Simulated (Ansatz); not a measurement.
## CaF2 (fluorite), generalised stacking-fault energy along a line

Generalised stacking fault of CaF₂ (fluorite) on the {100} plane. The cell below holds the perfect crystal with the plane normal along z; tilting its third vector by the shift puts one fault into each cell, between planes 1.38 Å apart, at fixed cell height.

```
CELL_PARAMETERS angstrom
      3.89684     0.00000     0.00000
      0.00000     3.89684     0.00000
      1.94842     1.94842     8.26644
ATOMIC_POSITIONS crystal
  Ca 0.00000 0.00000 0.91667
  Ca 0.33333 0.33333 0.25000
  Ca 0.66667 0.66667 0.58333
  F  0.91667 0.41667 0.08333
  F  0.25000 0.75000 0.41667
  F  0.58333 0.08333 0.75000
  F  0.41667 0.91667 0.08333
  F  0.75000 0.25000 0.41667
  F  0.08333 0.58333 0.75000
```

In-plane vectors a = (3.897, 0.000) Å, b = (0.000, 3.897) Å, area 15.19 Å². The shift is s times the vector a + b (length 5.511 Å), so s = 1 restores the start. The shift is rigid: no atom relaxes. γ = [E(shift) − E(0)] / area.

These are PBE (plane waves to 420 eV, PAW, scalar-relativistic; Ansatz, a quantum-chemistry and plane-wave program) values and carry that method's errors. k mesh 7×7×7 (Γ-centred), Fermi-Dirac smearing 0.05 eV. E is the zero-smearing estimate. Stress and pressure are positive under compression. Faults lie only 8.3 Å apart, and holding the cell height and the atoms raises γ above its relaxed value. CaF2 was relaxed with its symmetry unable to fall. The zero of γ is zero shift.

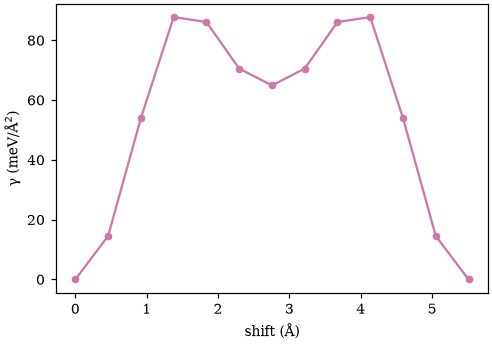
Figure. γ (meV/Å²) against shift (Å); markers are the computed points, lines only join them (the last repeats the first, one period on).

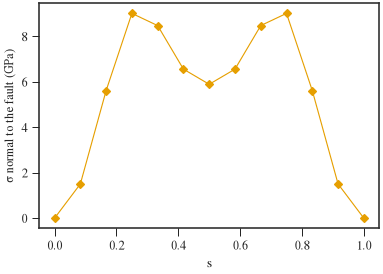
σ normal to the fault (GPa) against s; computed points joined by lines (the last repeats the first, one period on).

The lower barrier from zero shift into that minimum (unstable fault energy, highest computed point) is 1406 mJ/m². The γ at the local minimum along the line, s = 0.500 comes out as 1040 mJ/m², the highest computed γ on the line is 1406 mJ/m² and the steepest slope dγ/d(shift) before the first maximum (spline) is 15 GPa. Position of the highest point: s = 0.250 and s = 0.750.

A slope of 1 mJ/m² per Å is 0.01 GPa.

(The slope of γ gives the shear force per area between the displaced halves; near zero shift its curvature is an elastic stiffness.)
